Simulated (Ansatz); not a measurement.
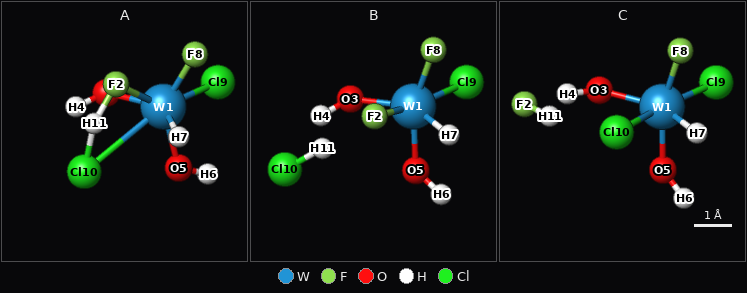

3 geometries from a converged minimum-energy path of WH₄O₂Cl₂F₂, shuffled. A ball-and-stick model, seen at a tilt.

Computed with RKS revPBE-D4/def2-SVP in Ansatz. Run with 5 movable images; climbing image; force threshold 0.05 eV/Å; iteration limit 60; starting path through a guess of the saddle point.

One of them is the converged climbing image. Which?

Answer. A. In order along the path, whose images run from 0 to 6: B (image 1, +0.8 kcal/mol), A (image 3, +15.6 kcal/mol), C (image 6, −0.9 kcal/mol). Breaking: Cl10–H11 (1.33 → 1.48 at the top → 1.96 Å), W1–F2 (2.00 → 2.14 at the top → 3.93 Å). Forming: F2–H11 (1.67 → 1.24 at the top → 0.97 Å), W1–Cl10 (4.24 → 3.00 at the top → 2.52 Å).

The run took 4.8 min on 4 threads of Arm Neoverse V2 (shared host), peak memory 0.24 GiB.
